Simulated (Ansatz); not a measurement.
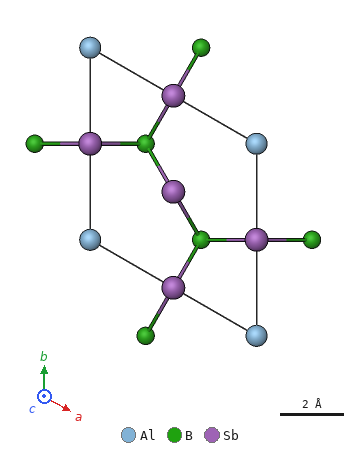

This is the input geometry for a relaxation of crystalline AlB₂Sb₃ (a generated structure, set up in P6/mmm) (coarse preliminary run). Style: ball-and-stick. Shown: the cell of the calculation, along the c axis.

Method: Ansatz, DFT PBE, scalar-relativistic, plane waves, PAW.

The input:
```yaml
crystal:
  lattice:
    - [6.17520086, 0.0, 0.0]
    - [-3.08760043, 5.34788082, 0.0]
    - [0.0, 0.0, 3.46852665]
  atoms:
    - { symbol: Al, position: [0.0, 0.0, 0.0] }
    - { symbol: B, position: [0.33333333, 0.66666667, 0.0] }
    - { symbol: B, position: [0.66666667, 0.33333333, 0.0] }
    - { symbol: Sb, position: [0.5, 0.0, 0.5] }
    - { symbol: Sb, position: [0.5, 0.5, 0.5] }
    - { symbol: Sb, position: [0.0, 0.5, 0.5] }
basis:
  ecutwfc: 420
kpoints:
  mp_grid: { grid: [3, 3, 6] }
hamiltonian:
  xc: pbe
scf:
  occupations: { method: gaussian, width: 0.1 }
  lower_state_search: "off"
output:
  forces: true
  stress: true
  eigenvalues: true
relax:
  adjacent_minimum: "off"
  f_tol: 0.04
  max_steps: 70
  cell: { stress_tol: 0.4 }
```

Command:
```bash
ansatz run input.yaml --threads 1 --pin off --max-ram 2560MiB --backend cpu --events-out ev --progress --plain --runs-dir out
```

Q: Where does the relaxation end?

A: Over 2 accepted moves (3 points after the start) the energy falls by 0.482 eV per cell of the calculation. All forces vanish by symmetry, so only the cell relaxes. The pressure goes from 5.37 to −0.04 GPa. The SCF was repeated once at an unchanged geometry on a basis and grid sized afresh for the cell, which shifted the energy by 7.5 meV per cell of the calculation at most. No atom moves by more than 0.005 Å relative to the cell. The volume changes by +7.0 %, with a = b 6.175 → 6.629 Å (+7.3 %), c 3.469 → 3.221 Å (−7.1 %). Among the contacts that change: B2–Sb4 2.487 → 2.501 Å. Among the angles between lasting bonds that change: Sb4–B2–Sb4 88.4° → 80.2°, B2–Sb6–B2 88.4° → 80.2°, B2–Sb6–B3 91.6° → 99.8°. The space group stays P6/mmm (No. 191).

Final geometry:

```
CELL_PARAMETERS angstrom
6.62900 0.00000 0.00000
-3.31450 5.74088 0.00000
0.00000 0.00000 3.22087
ATOMIC_POSITIONS crystal
Al 0.00000 0.00000 0.00000
B 0.33333 0.66667 0.00000
B 0.66667 0.33333 0.00000
Sb 0.50000 0.00000 0.50000
Sb 0.50000 0.50000 0.50000
Sb 0.00000 0.50000 0.50000
```

The end point in the same view:

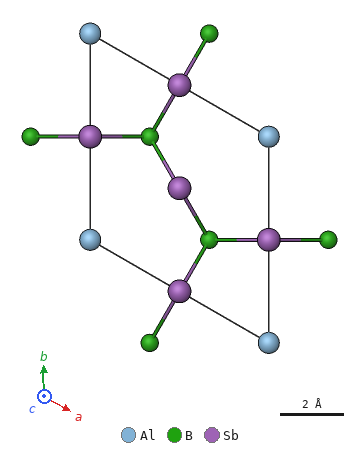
